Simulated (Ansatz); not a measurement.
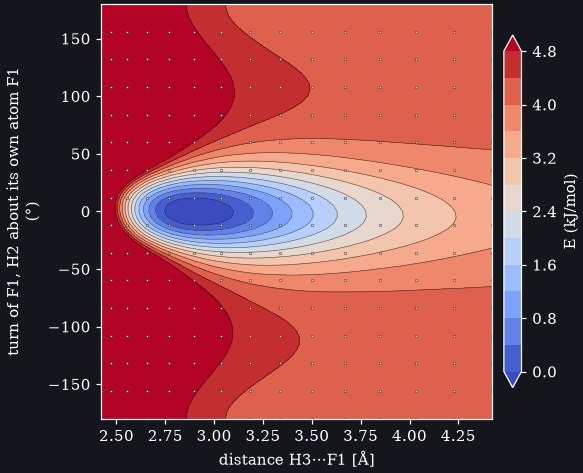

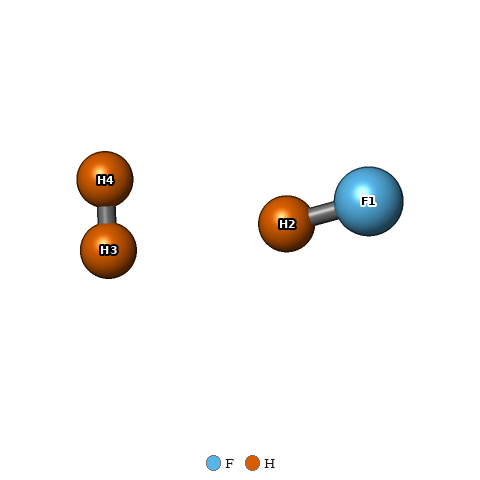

Energy landscape of the pair FH···H₂. The turn is about an axis along (−0.95, 0.32, −0.01) in the frame of the relaxed pair, normal to the line between the partners. The first coordinate is: distance H3···F1; the second: turn of F1, H2 about its own atom F1. The scan uses a 15 × 15 grid. Points are written as (first, second). All energies are given in kJ/mol relative to the lowest grid point. Method: RKS B3LYP-D4/def2-TZVPD (Ansatz 0.2.0).

Drawn: filled contours, dots at the grid points, one colour for all values above the top of the scale. Between grid points the surface is interpolated. The second picture is the structure at the lowest point.

**What does the map say about the system?**

The lowest grid point is at (2.896 Å, −12°). The bottom of the well lies between grid points, at about (2.892 Å, 0°), about 0.46 kJ/mol lower on the interpolated surface. The highest grid point, (2.423 Å, −60°), lies 13.1 kJ/mol above the lowest. Round the minimum the two coordinates are weakly coupled (coupling 0.07 in units of the two stiffnesses).

Grid values (kJ/mol):

| second ↓, first → | 2.423 | 2.473 | 2.554 | 2.655 | 2.769 | 2.896 | 3.034 | 3.181 | 3.337 | 3.501 | 3.672 | 3.850 | 4.035 | 4.226 | 4.423 |
| --- | --- | --- | --- | --- | --- | --- | --- | --- | --- | --- | --- | --- | --- | --- | --- |
| 156 | 9.7 | 8.7 | 7.3 | 6.2 | 5.4 | 4.8 | 4.5 | 4.4 | 4.3 | 4.3 | 4.3 | 4.3 | 4.2 | 4.2 | 4.2 |
| 132 | 11.1 | 9.9 | 8.3 | 6.9 | 5.9 | 5.2 | 4.8 | 4.5 | 4.4 | 4.3 | 4.3 | 4.3 | 4.3 | 4.3 | 4.2 |
| 108 | 12.2 | 10.8 | 9.0 | 7.5 | 6.3 | 5.5 | 5.0 | 4.7 | 4.5 | 4.4 | 4.3 | 4.3 | 4.3 | 4.3 | 4.2 |
| 84 | 12.6 | 11.2 | 9.2 | 7.6 | 6.3 | 5.4 | 4.9 | 4.6 | 4.4 | 4.3 | 4.3 | 4.2 | 4.2 | 4.2 | 4.2 |
| 60 | 12.6 | 11.0 | 8.8 | 7.0 | 5.7 | 4.8 | 4.3 | 4.0 | 3.9 | 3.9 | 4.0 | 4.0 | 4.0 | 4.0 | 4.1 |
| 36 | 11.2 | 9.2 | 6.8 | 4.9 | 3.6 | 2.9 | 2.6 | 2.6 | 2.8 | 3.0 | 3.2 | 3.4 | 3.6 | 3.7 | 3.8 |
| 12 | 8.0 | 5.8 | 3.2 | 1.4 | 0.3 | 0.0 | 0.2 | 0.7 | 1.3 | 1.8 | 2.3 | 2.7 | 3.0 | 3.3 | 3.5 |
| −12 | 8.7 | 6.4 | 3.7 | 1.6 | 0.4 | 0.0 | 0.1 | 0.6 | 1.1 | 1.7 | 2.2 | 2.6 | 3.0 | 3.2 | 3.4 |
| −36 | 12.1 | 10.0 | 7.4 | 5.2 | 3.7 | 2.9 | 2.5 | 2.4 | 2.6 | 2.8 | 3.0 | 3.2 | 3.4 | 3.5 | 3.7 |
| −60 | 13.1 | 11.4 | 9.1 | 7.2 | 5.8 | 4.8 | 4.2 | 3.9 | 3.8 | 3.8 | 3.8 | 3.8 | 3.9 | 3.9 | 3.9 |
| −84 | 12.9 | 11.3 | 9.4 | 7.6 | 6.3 | 5.4 | 4.8 | 4.5 | 4.3 | 4.2 | 4.2 | 4.2 | 4.2 | 4.1 | 4.1 |
| −108 | 12.2 | 10.8 | 9.0 | 7.5 | 6.3 | 5.5 | 5.0 | 4.6 | 4.5 | 4.4 | 4.3 | 4.3 | 4.3 | 4.2 | 4.2 |
| −132 | 10.9 | 9.7 | 8.2 | 6.9 | 5.9 | 5.2 | 4.8 | 4.5 | 4.4 | 4.3 | 4.3 | 4.3 | 4.3 | 4.2 | 4.2 |
| −156 | 9.6 | 8.5 | 7.3 | 6.2 | 5.4 | 4.9 | 4.5 | 4.4 | 4.3 | 4.3 | 4.3 | 4.3 | 4.2 | 4.2 | 4.2 |
| −180 | 9.0 | 8.0 | 6.9 | 5.9 | 5.1 | 4.7 | 4.4 | 4.3 | 4.3 | 4.2 | 4.2 | 4.2 | 4.2 | 4.2 | 4.2 |

The input of one point:

```yaml
crystal:
  periodic: [false, false, false]
  atoms:
    - { symbol: F, position_ang: [-0.055319, -0.194253, -1.661265] }
    - { symbol: H, position_ang: [-0.082717, -0.269714, -0.736761] }
    - { symbol: H, position_ang: [-0.08016, -0.210936, 1.234581] }
    - { symbol: H, position_ang: [0.156464, 0.491184, 1.144108] }
basis:
  gaussian: { orbitals: def2-TZVPD }
hamiltonian:
  xc: { name: B3LYP }
  dispersion: d4
output:
  forces: true
```

Time for the 225 points that were run: 3.3 min on 1 thread of Intel(R) Xeon(R) Platinum 8375C CPU @ 2.90GHz (Ice Lake), on a shared host.
